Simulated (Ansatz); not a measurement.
## Electronic structure of C2H8AlNO in real space

Input file:

```
crystal:
  periodic: [false, false, false]
  atoms:
    - { symbol: C, position_ang: [-1.2604, 0.604, 1.0954] }
    - { symbol: C, position_ang: [0.1982, 0.6865, 0.9002] }
    - { symbol: Al, position_ang: [0.7203, -0.1936, -0.82] }
    - { symbol: "N", position_ang: [0.4076, -2.0238, -1.109] }
    - { symbol: O, position_ang: [1.6552, 0.7544, -2.1038] }
    - { symbol: H, position_ang: [-1.5805, 1.1637, 2.0362] }
    - { symbol: H, position_ang: [-1.6385, -0.4005, 1.1233] }
    - { symbol: H, position_ang: [-1.7742, 1.1982, 0.2421] }
    - { symbol: H, position_ang: [0.6977, 0.1813, 1.7889] }
    - { symbol: H, position_ang: [0.5496, 1.7457, 0.9051] }
    - { symbol: H, position_ang: [-0.3181, -2.0665, -1.9078] }
    - { symbol: H, position_ang: [-0.1965, -2.3493, -0.261] }
    - { symbol: H, position_ang: [2.5602, 0.6652, -1.8749] }
basis:
  gaussian:
    orbitals: def2-SVP
correlation:
  method: mp2
output:
  orbitals: {}
```

Run with:

```sh
python energy.py
```

The fields and orbitals are those of the mean-field reference, not of the correlated method.

The calculation used MP2, Gaussian basis in Ansatz.

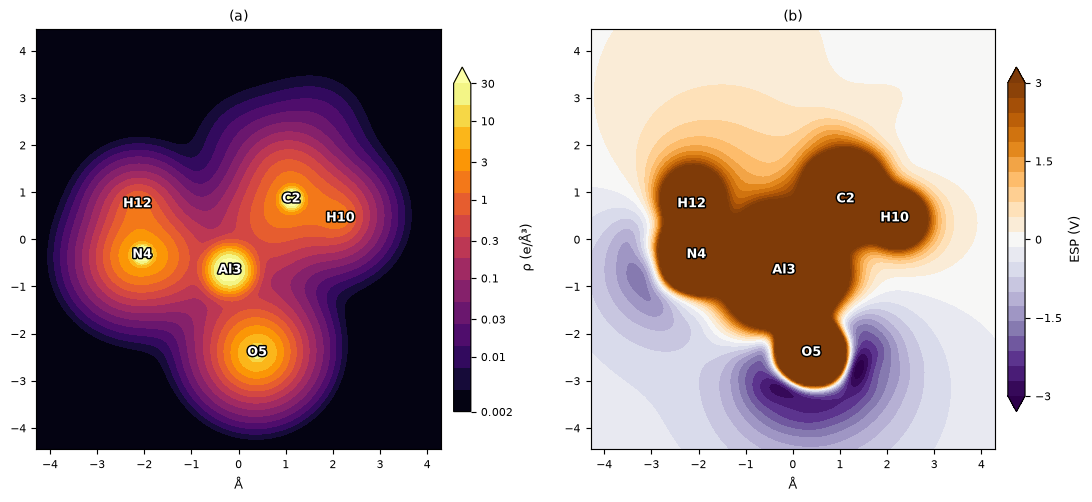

Figure 1. (a) electron density; (b) molecular electrostatic potential on the plane of atoms C2, Al3 and N4.

> What do the fields say about this system?

- The plane passes through C, Al, N, O and H nuclei.
- Al–O (1.85 Å): ρ at the midpoint is about 0.67 e/Å³.
- Al–N (1.88 Å): ρ at the midpoint is about 0.75 e/Å³.
- C–Al (2.00 Å): the density is about 0.72 e/Å³ at the midpoint.
- N–H (1.09 Å): ρ is about 2.3 e/Å³ halfway.
- Outside the dense part of the molecule the potential is most negative (−3.1 V) near O5.

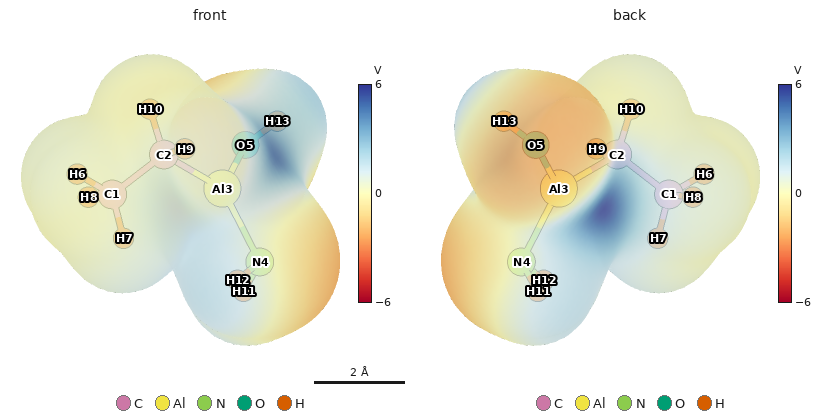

Figure 2. The electrostatic potential painted on the density surface at 0.002 e/bohr³, seen from the front and from behind; the colour scale runs from red (negative) to blue (positive).

> Describe the electrostatic potential map.

The most negative region (about −2.2 V, or −51 kcal/mol for a unit charge) lies over O5, the most positive (about +5.0 V, or +115 kcal/mol for a unit charge) over Al3. O5 is the likeliest acceptor of a hydrogen bond.

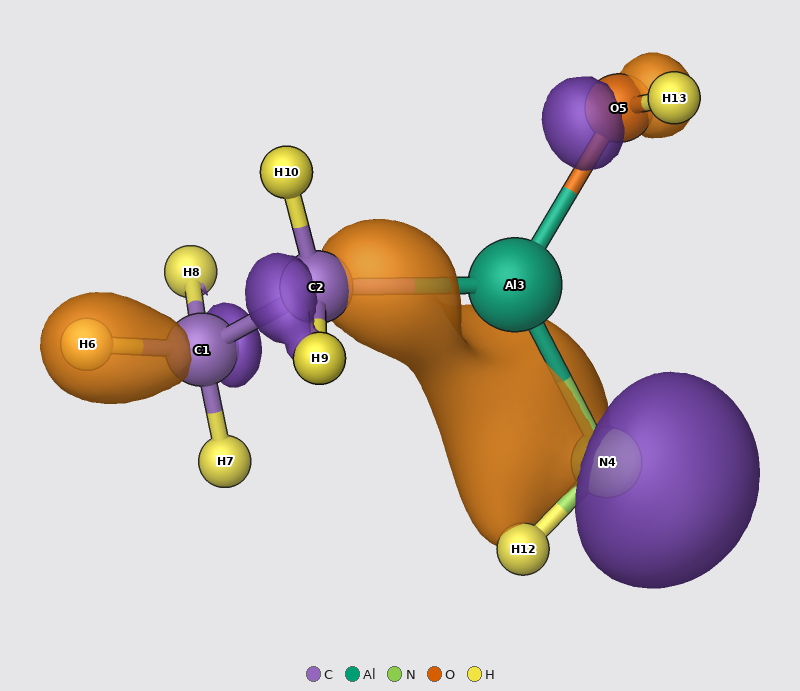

Figure 3. The HOMO−1 at ±0.15 Å⁻³ᐟ² (orange and purple are the two phases), seen at a tilt.

> Describe this orbital and give its energy.

By Hirshfeld shares it lies mainly on N4 (about 55 %), Al3 (about 15 %) and C2 (about 5 %). Its energy is −11.59 eV.
